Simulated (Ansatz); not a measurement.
**Response to strain in WC**

Base system: WC (space group P-6m2, No. 187; a = 2.9127 Å, c = 2.8354 Å; relaxed with 0.1 eV smearing). Axes: x lies along a and z along c of the hexagonal cell.

Strains are applied to the cell and any free atomic positions relax.

Calculations: Ansatz (a program for electronic structure), r2SCAN, PAW, cutoff 500 eV, no spin-orbit coupling.

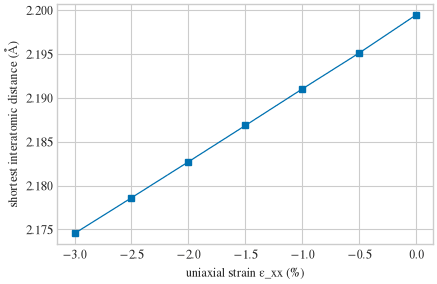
Figure. Shortest interatomic distance against uniaxial strain ε_xx

Question: From the plot, what is the shortest interatomic distance for uniaxial strain ε_xx = −1.00 %?

Answer: About 2.191 Å.

Question: Is the trend monotonic over the range shown?

Answer: Yes, it rises throughout, spanning 2.175 Å to 2.199 Å.

Stability against distortions was not tested. The final runs are not spin-polarised.
